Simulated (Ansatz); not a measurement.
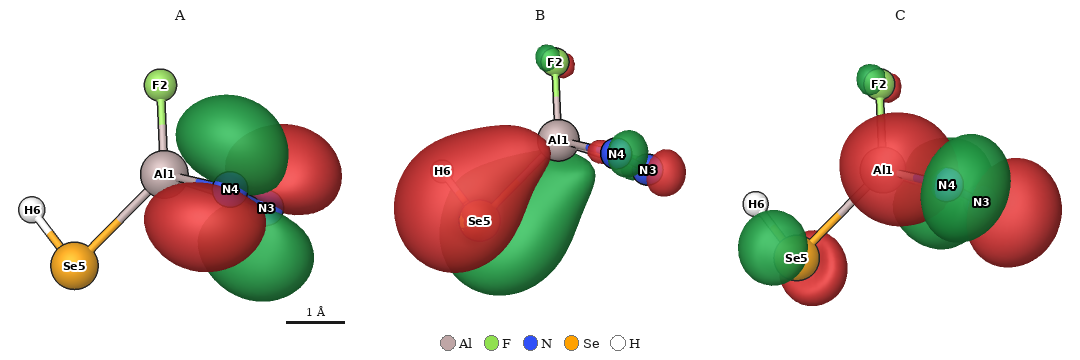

Figure. AlFHN2Se (doublet). Three frontier orbitals at ±0.1 Å⁻³ᐟ² (green and red are the two phases), in no order.

Geometry: PBE0-D3(BJ)/def2-SVP.

All numbers below come from isolated molecule in a Gaussian basis; Kohn-Sham density functional theory, functional PBE0 in Ansatz.

Input

```
basis:
  gaussian: {orbitals: def2-TZVPD}
crystal:
  periodic: [false, false, false]
  atoms:
    - {symbol: Al, position_ang: [-0.026024, -2.657483, 0.481219]}
    - {symbol: F, position_ang: [0.017042, -3.668143, 1.794066]}
    - {symbol: N, position_ang: [-1.768120, -1.824978, 0.134021]}
    - {symbol: N, position_ang: [-1.106206, -1.036888, 0.718920]}
    - {symbol: Se, position_ang: [1.517497, -2.701686, -1.205316]}
    - {symbol: H, position_ang: [2.226708, -3.800655, -0.528493]}
output: {forces: true, orbitals: {seedname: orbitals}}
magnetization: {spin_polarized: true, initial_magnetization: 1}
hamiltonian: {xc: {name: PBE0}}
```

Run with:

```sh
ansatz run input.yaml --threads 2 --pin off --max-ram 4350MiB --events-out events.jsonl --progress --plain --runs-dir runs
```

Which picture is the HOMO−1, the HOMO and the LUMO? All are α orbitals.

Answer. B is the HOMO−1 (α) (−8.00 eV). Its weight (Hirshfeld) is mainly on Se5 (about 80 %) and Al1 (about 15 %); largely a lone pair of Se5. C is the HOMO (α) (−6.33 eV). It lies mainly on N4 (about 40 %), N3 (about 40 %), Al1 (about 15 %) and Se5 (about 10 %); π-antibonding (π*) across N4–N3. A is the LUMO (α) (−2.00 eV). By Hirshfeld shares it lies mainly on N4 (about 45 %) and N3 (about 45 %); π-antibonding (π*) across N4–N3.

What is the gap between the highest occupied and lowest empty α orbitals?

Answer. 4.33 eV between the orbital energies.
